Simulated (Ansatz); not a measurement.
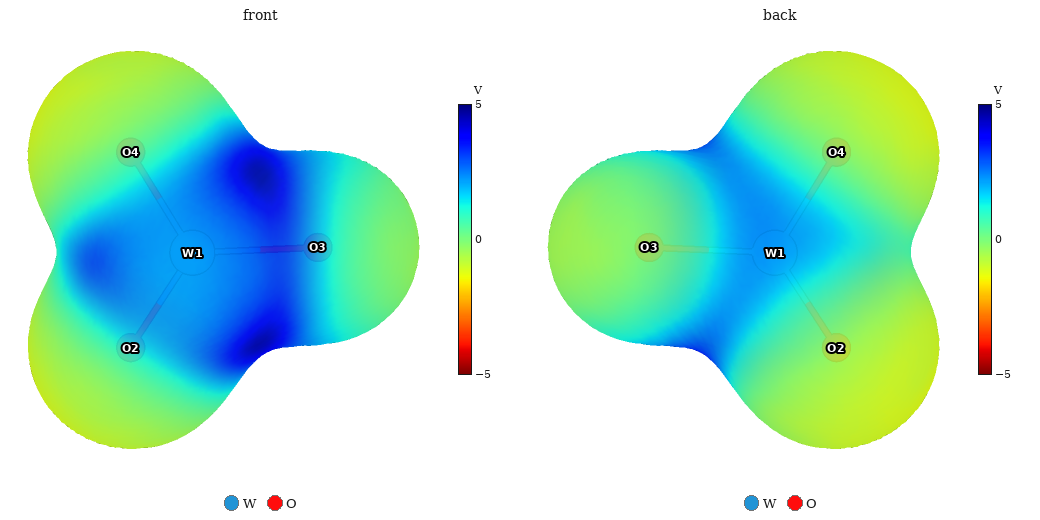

*O₃W (triplet). The molecular electrostatic potential painted on the density surface at 0.004 e/bohr³, seen from the front and from behind; the colour scale runs from red (negative) to blue (positive).*

Geometry: PBE0-D4/def2-TZVP; core potentials replace the inner electrons of W.

Level of theory: UKS PBE0-D4/def2-TZVP in Ansatz.

Q: Describe the electrostatic potential map.

A: The most negative region (about −1.2 V, or −28 kcal/mol for a unit charge) lies over O2 and O4, the most positive (about +4.5 V, or +104 kcal/mol for a unit charge) over W1.
